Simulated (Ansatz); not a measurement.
System: ClH$_{2}$OZn (doublet).

| atom | x (Å) | y (Å) | z (Å) |
| --- | --- | --- | --- |
| Zn | -0.3493 | 1.3065 | 0.2002 |
| Cl | -0.2925 | 0.7222 | 2.3586 |
| O | 0.4907 | -0.6998 | -0.1294 |
| H | -0.0481 | -1.3925 | -0.5327 |
| H | 0.4539 | -0.8537 | 0.8363 |

These are results of UKS PBE0-D4/def2-SVP (Ansatz 0.2.0), not measurements.

### What can the converged electron density, electron localisation function and spin density tell about the bonding?

Zn–O (2.20 Å): ρ at the midpoint is about 0.32 e/Å³; the ELF peaks at about 0.90 in the valence shell of O, 0.6 Å from its nucleus, and is about 0.10 at the midpoint.
Zn–Cl (2.24 Å): ρ is about 0.52 e/Å³ halfway; the ELF peaks at about 0.85 in the valence shell of Cl, 0.8 Å from its nucleus, and is about 0.40 at the midpoint.
O–H (0.98 Å): the density is about 3.7 e/Å³ at the midpoint; the ELF climbs to about 1 towards the hydrogen, as it does in any bond to H; an ordinary covalent bond to hydrogen.
The unpaired spin (1 electron) lies mostly on Zn1 (about 0.8) and Cl2 (about 0.1), in electrons by Hirshfeld's partition.

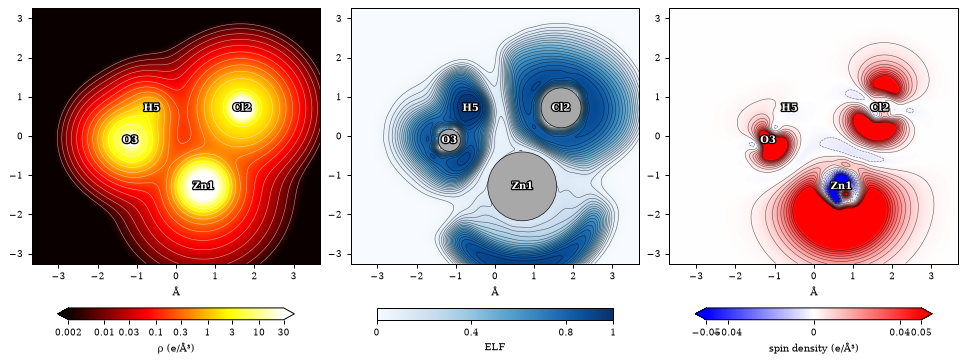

Computed electron density, electron localisation function and spin density on the plane of atoms Zn1, O3 and H5, in this order. Grey discs cover the atomic cores in the ELF map. 
